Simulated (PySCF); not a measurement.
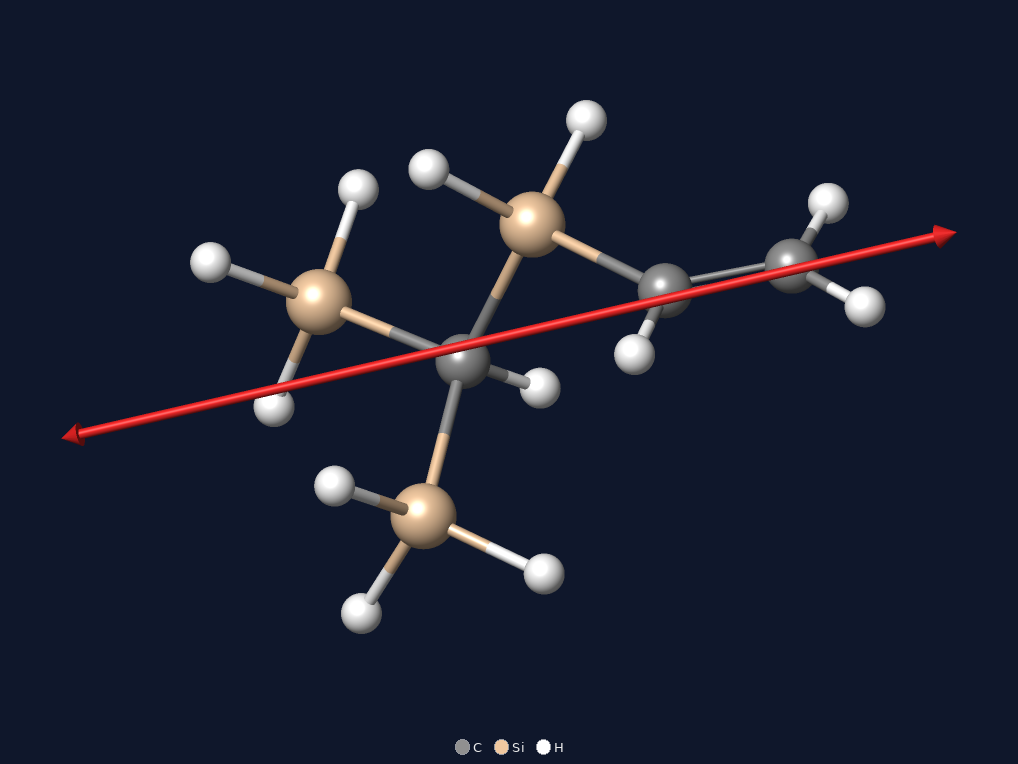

The double arrow shows the direction of the transition dipole to excited singlet state 2 (its length means nothing). The geometry was computed by an optimisation with GFN2-xTB. No frequency run is at hand to confirm it as a minimum. Method: TDDFT PBE0/def2-SVPD, vertical, gas phase, core orbitals frozen in the response (PySCF 2.14.0).

Question. Where does the transition lie, and how strong is it?

Answer. 6.83 eV (182 nm), oscillator strength 0.29, mainly HOMO → LUMO (weight 0.68); transition dipole 3.33 D.

The geometry is semi-empirical. Around Si such bond lengths and angles can be off by a tenth of an ångström or more and by several degrees, and values that hang on the shape move with them.
